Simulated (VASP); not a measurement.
# How smearing and k-mesh change a VASP run on Al2O3 (Corundum), part 4 of 4

A convergence test on Al2O3 (Corundum): the smearing and k-mesh. The series runs use r2SCAN. The start is a cell from a database of measured crystal structures.

VASP 6.6.1; r2SCAN; plane waves and PAW (Al, O).

So far. Step 17 (K-mesh: 5 5 5): Against the run before the energy moves by -0.02 meV an atom while the pressure stays within 0.01 GPa, after 14 cycles in 46 s.

## (18) K-mesh: 7 7 7

File INCAR:

```
SYSTEM = Al2O3
PREC = Accurate
ENCUT = 520
EDIFF = 1E-06
NELM = 100
ISMEAR = -1
SIGMA = 0.05
LREAL = .FALSE.
ALGO = Normal
METAGGA = R2SCAN
LASPH = .TRUE.
NBANDS = 34
LORBIT = 11
LWAVE = .FALSE.
LCHARG = .FALSE.
KPAR = 8
ISIF = 2
```

File POSCAR:

```
Al2O3
1.0
    2.3802500000      1.3742379782      4.3318666667
   -2.3802500000      1.3742379782      4.3318666667
    0.0000000000     -2.7484759565      4.3318666667
Al O
4 6
Direct
    0.3521600000      0.3521600000      0.3521600000
    0.1478400000      0.1478400000      0.1478400000
    0.6478400000      0.6478400000      0.6478400000
    0.8521600000      0.8521600000      0.8521600000
    0.5566800000      0.9433200000      0.2500000000
    0.2500000000      0.5566800000      0.9433200000
    0.9433200000      0.2500000000      0.5566800000
    0.4433200000      0.0566800000      0.7500000000
    0.7500000000      0.4433200000      0.0566800000
    0.0566800000      0.7500000000      0.4433200000
```

File KPOINTS:

```
Automatic mesh
0
Gamma
7 7 7
0 0 0
```

The projector-augmented-wave data sets are Al and O (PBE family, release 64).

Launch:

```
$ mpirun -np 8 vasp_std
```

Log:

```text
[... set-up lines as in an earlier step ...]
 entering main loop
       N       E                     dE             d eps       ncg     rms          rms(c)
DAV:   1     0.202298976168E+03    0.20230E+03   -0.26439E+04  3000   0.139E+03
DAV:   2    -0.104806387531E+03   -0.30711E+03   -0.29850E+03  3838   0.301E+02
DAV:   3    -0.117667519746E+03   -0.12861E+02   -0.12817E+02  3840   0.629E+01
DAV:   4    -0.117766515185E+03   -0.98995E-01   -0.98946E-01  3680   0.637E+00
[...]
DAV:  12    -0.962685014234E+02    0.12968E-04   -0.12321E-05  3610   0.192E-02    0.918E-03
DAV:  13    -0.962684994251E+02    0.19983E-05   -0.15720E-06  2502   0.793E-03    0.325E-03
DAV:  14    -0.962685001702E+02   -0.74515E-06   -0.92688E-07  1866   0.532E-03
   1 F= -.96268500E+02 E0= -.96268500E+02  d E =-.829295E-10
```

Run time: 74 s. Hardware: 8 MPI ranks of Intel Xeon Platinum 8259CL at 2.50GHz (Skylake/Cascade Lake), shared host; peak memory 2.5 GiB.

OUTCAR, selected parts (step 18):

```text
  Total       -0.3430886     -0.3430886     -0.4178380     -0.0000000      0.0000000     -0.0000000
  in kB       -6.4655582     -6.4655582     -7.8742216     -0.0000000      0.0000000     -0.0000000
  external PRESSURE =      -6.9351127 kB  Pullay stress =       0.0000000 kB

 POSITION                                       TOTAL-FORCE (eV/Angst)
 -----------------------------------------------------------------------------------
      0.00000     -0.00000      4.57653        -0.000000      0.000000     -0.079727
      0.00000     -0.00000      1.92127        -0.000000     -0.000000      0.079727
      0.00000     -0.00000      8.41907        -0.000000     -0.000000      0.079727
      0.00000     -0.00000     11.07433        -0.000000      0.000000     -0.079727
     -0.92030      1.37424      7.58077        -0.057853      0.000000      0.000000
     -0.72998     -1.48412      7.58077         0.028927     -0.050102      0.000000
      1.65027      0.10988      7.58077         0.028927      0.050102      0.000000
      0.92030     -1.37424      5.41483         0.057853      0.000000      0.000000
      0.72998      1.48412      5.41483        -0.028927      0.050102      0.000000
     -1.65027     -0.10988      5.41483        -0.028927     -0.050102      0.000000
 -----------------------------------------------------------------------------------
    total drift:                               -0.000000      0.000000     -0.000000

  FREE ENERGIE OF THE ION-ELECTRON SYSTEM (eV)
  ---------------------------------------------------
  free  energy   TOTEN  =       -96.2685001702 eV

  energy  without entropy=      -96.2685001701  energy(sigma->0) =      -96.26850017

[... 1 part as in an earlier step ...]

[... 2 further parts left out ...]
[key lines of the parts left out:]
E-fermi :   6.7893
```

Against the run before the energy moves by +0.01 meV an atom while the pressure stays within 0.01 GPa, after 14 cycles in 74 s.

## (19) K-mesh: 8 8 8

INCAR is that of step 18.

POSCAR is that of step 18.

File KPOINTS:

```
Automatic mesh
0
Gamma
8 8 8
0 0 0
```

Launch:

```
$ mpirun -np 8 vasp_std
```

Log:

```text
[... set-up lines as in an earlier step ...]
 entering main loop
       N       E                     dE             d eps       ncg     rms          rms(c)
DAV:   1     0.208052336442E+03    0.20805E+03   -0.26229E+04  4420   0.139E+03
DAV:   2    -0.104464382673E+03   -0.31252E+03   -0.30192E+03  5674   0.304E+02
DAV:   3    -0.117665215639E+03   -0.13201E+02   -0.13154E+02  5676   0.640E+01
DAV:   4    -0.117766542973E+03   -0.10133E+00   -0.10128E+00  5392   0.647E+00
[...]
DAV:  12    -0.962685596984E+02    0.13607E-04   -0.15057E-05  5322   0.212E-02    0.937E-03
DAV:  13    -0.962685576088E+02    0.20896E-05   -0.16485E-06  3648   0.816E-03    0.329E-03
DAV:  14    -0.962685584061E+02   -0.79732E-06   -0.10075E-06  2698   0.554E-03
   1 F= -.96268558E+02 E0= -.96268558E+02  d E =-.820807E-10
```

Elapsed: 1.8 min, on 8 MPI ranks; peak memory 2.8 GiB.

Parts of OUTCAR (step 19):

```text
  Total       -0.3427826     -0.3427826     -0.4175854      0.0000000      0.0000000      0.0000000
  in kB       -6.4597923     -6.4597923     -7.8694616      0.0000000      0.0000000      0.0000000
  external PRESSURE =      -6.9296821 kB  Pullay stress =       0.0000000 kB

 POSITION                                       TOTAL-FORCE (eV/Angst)
 -----------------------------------------------------------------------------------
      0.00000     -0.00000      4.57653         0.000000      0.000000     -0.079727
      0.00000     -0.00000      1.92127         0.000000     -0.000000      0.079727
      0.00000     -0.00000      8.41907         0.000000     -0.000000      0.079727
      0.00000     -0.00000     11.07433         0.000000      0.000000     -0.079727
     -0.92030      1.37424      7.58077        -0.057858      0.000000      0.000000
     -0.72998     -1.48412      7.58077         0.028929     -0.050106      0.000000
      1.65027      0.10988      7.58077         0.028929      0.050106      0.000000
      0.92030     -1.37424      5.41483         0.057858      0.000000      0.000000
      0.72998      1.48412      5.41483        -0.028929      0.050106      0.000000
     -1.65027     -0.10988      5.41483        -0.028929     -0.050106      0.000000
 -----------------------------------------------------------------------------------
    total drift:                               -0.000000      0.000000     -0.000000

  FREE ENERGIE OF THE ION-ELECTRON SYSTEM (eV)
  ---------------------------------------------------
  free  energy   TOTEN  =       -96.2685584061 eV

  energy  without entropy=      -96.2685584060  energy(sigma->0) =      -96.26855841

[... 1 part as in an earlier step ...]

[... 2 further parts left out ...]
[key lines of the parts left out:]
E-fermi :   6.7893
```

Against the run before the energy moves by -0.01 meV an atom while the pressure stays within 0.01 GPa, after 14 cycles in 1.8 min.

## (20) K-mesh: 10 10 10

INCAR is that of step 19.

POSCAR is that of step 19.

File KPOINTS:

```
Automatic mesh
0
Gamma
10 10 10
0 0 0
```

Launch:

```
$ mpirun -np 8 vasp_std
```

Log:

```text
[... set-up lines as in an earlier step ...]
 entering main loop
       N       E                     dE             d eps       ncg     rms          rms(c)
DAV:   1     0.205475685981E+03    0.20548E+03   -0.26334E+04  7888   0.139E+03
DAV:   2    -0.104519662343E+03   -0.31000E+03   -0.29987E+03 10074   0.301E+02
DAV:   3    -0.117664761663E+03   -0.13145E+02   -0.13100E+02 10160   0.636E+01
DAV:   4    -0.117766543243E+03   -0.10178E+00   -0.10173E+00  9744   0.646E+00
[...]
DAV:  12    -0.962685539366E+02    0.13297E-04   -0.13753E-05  9722   0.202E-02    0.923E-03
DAV:  13    -0.962685519148E+02    0.20217E-05   -0.15921E-06  6262   0.801E-03    0.324E-03
DAV:  14    -0.962685526795E+02   -0.76467E-06   -0.96736E-07  4860   0.543E-03
   1 F= -.96268553E+02 E0= -.96268553E+02  d E =-.478179E-10
```

Wall time 3 min (8 MPI ranks); peak memory 3.3 GiB; 24 min of CPU time.

From OUTCAR (step 20):

```text
  Total       -0.3428863     -0.3428863     -0.4176001      0.0000000      0.0000000      0.0000000
  in kB       -6.4617455     -6.4617455     -7.8697382      0.0000000      0.0000000      0.0000000
  external PRESSURE =      -6.9310764 kB  Pullay stress =       0.0000000 kB

 POSITION                                       TOTAL-FORCE (eV/Angst)
 -----------------------------------------------------------------------------------
      0.00000     -0.00000      4.57653         0.000000      0.000000     -0.079727
      0.00000     -0.00000      1.92127         0.000000     -0.000000      0.079727
      0.00000     -0.00000      8.41907         0.000000     -0.000000      0.079727
      0.00000     -0.00000     11.07433         0.000000      0.000000     -0.079727
     -0.92030      1.37424      7.58077        -0.057847     -0.000000     -0.000000
     -0.72998     -1.48412      7.58077         0.028923     -0.050097     -0.000000
      1.65027      0.10988      7.58077         0.028923      0.050097     -0.000000
      0.92030     -1.37424      5.41483         0.057847     -0.000000     -0.000000
      0.72998      1.48412      5.41483        -0.028923      0.050097     -0.000000
     -1.65027     -0.10988      5.41483        -0.028923     -0.050097     -0.000000
 -----------------------------------------------------------------------------------
    total drift:                               -0.000000      0.000000     -0.000000

  FREE ENERGIE OF THE ION-ELECTRON SYSTEM (eV)
  ---------------------------------------------------
  free  energy   TOTEN  =       -96.2685526795 eV

  energy  without entropy=      -96.2685526795  energy(sigma->0) =      -96.26855268

[... 1 part as in an earlier step ...]

[... 2 further parts left out ...]
[key lines of the parts left out:]
E-fermi :   6.8170
```

Against the run before the energy stays within 0.01 meV an atom and the pressure within 0.01 GPa, after 14 cycles in 3 min.

## (21) The k-mesh series as a table

This step: convergence of r2SCAN results with the mesh; plane waves and PAW (VASP 6.6.1).

This step runs nothing: it gathers the runs above.

Differences are taken from the run with 10 10 10. Results of the series, by row:

```
 setting     status  energy less the reference (meV/atom)  pressure (GPa)  largest force difference (meV/Å)  gap (eV)  SCF cycles  wall time (s)
   2 2 2  converged                                 4.804         -0.7696                             28.43     7.129          14           13.2
   3 3 3  converged                                 0.174            -0.7                             0.623     7.132          14           17.8
   4 4 4  converged                               0.01588         -0.6937                             0.076     7.132          14             38
   5 5 5  converged                             -0.002856         -0.6928                             0.031     7.132          14             46
   7 7 7  converged                              0.005251         -0.6935                             0.006     7.132          14             74
   8 8 8  converged                              -5.73e-4          -0.693                             0.011     7.132          14            107
10 10 10  converged                                     0         -0.6931                                 0     7.132          14            180
```

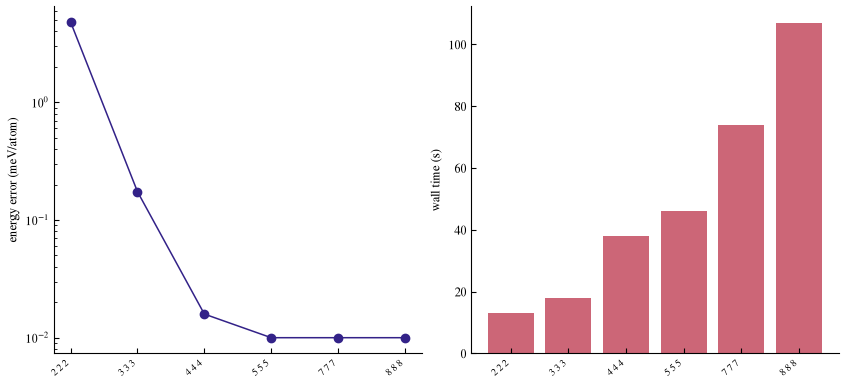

The energy error in size, against the reference run (errors under 0.01 are drawn at 0.01), and the wall time by setting.

## (22) Results

```
spread of the pressure over the smearing                               : 0.108 GPa
spread of the energy over the smearing                                 : 1.10 meV/atom
k-mesh from which the energy stays within 10 meV/atom of the reference : 2 2 2
k-mesh from which the energy stays within 1 meV/atom of the reference  : 3 3 3
k-mesh from which the pressure stays within 0.2 GPa of the reference   : 2 2 2
spread of the pressure over the k-mesh                                 : 0.0768 GPa
spread of the energy over the k-mesh                                   : 4.81 meV/atom
```

**Reading.** The usual rule keeps the entropy term T·S under 1 meV an atom, which holds up to a width of 0.5 eV for Gaussian and 0.2 eV for second-order Methfessel-Paxton. Farthest in energy from the narrowest smearing lies ISMEAR = 2, SIGMA = 0.5 (+1.1 meV an atom, -0.11 GPa, 11.5 meV/Å in forces). Methfessel-Paxton smearing is made for metals and can give negative occupations at band edges. From 3 3 3 on, the energy stays within 1 meV an atom of the reference, at 9.9 % of its time. The pressure holds within 0.2 GPa from 2 2 2 on. Differences are taken from the run with 10 10 10, which is itself not the exact limit.

[Lines on the potential files, build, host, timing and source positions are cut from VASP's logs without a mark.]

[Logs are printed without paths, hosts, clocks, repeated set-up lines and the standing remarks that a program may print on its own settings, such as how far it seeks lower states.]

[Hosts, paths, dates, database ids (printed as entryN), source tags and the programs' standing remarks are cut or masked in the printed files.]

[A measured line is paired with the nearest computed mode of its activity, which favours agreement.]
